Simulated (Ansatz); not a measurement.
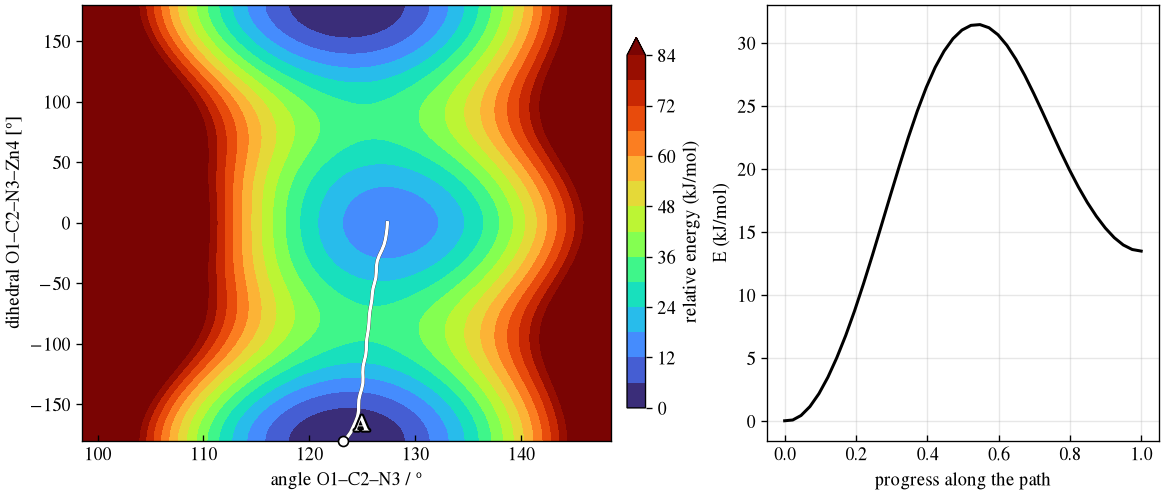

CH3NOZn, SMILES OC=[N][ZnH]. 
- The first coordinate is: angle O1–C2–N3; the second: dihedral O1–C2–N3–Zn4.
- Nothing is relaxed (all other coordinates rigid).
- The scan uses a 9 × 10 grid; 54 points were computed and 36 follow by symmetry.
- Energies are in kJ/mol, from the lowest grid point.
- The dihedral twists a double bond; near 90° a spin-restricted reference is unreliable.
- Computed with RKS B3LYP-D4/def2-TZVP (Ansatz).

In the figure: filled contours, a line along the lowest path, one colour for all values above the top of the scale, the energy along the path at the right, the start A. Between grid points the surface is interpolated.

**Describe the path and its barrier.**

The easiest path leads from the well at angle O1–C2–N3 = 123.5°, dihedral O1–C2–N3–Zn4 = −180° to the well at about angle O1–C2–N3 = 127°, dihedral O1–C2–N3–Zn4 = 0°, about 13 kJ/mol higher. Its highest point lies about 31 kJ/mol above the bottom of the first well on the interpolated surface, at about angle O1–C2–N3 = 126°, dihedral O1–C2–N3–Zn4 = −80°. Seen from the upper well the barrier is about 18 kJ/mol. The start is the relaxed structure and all else is held, so a fully relaxed path at this level can only be lower.
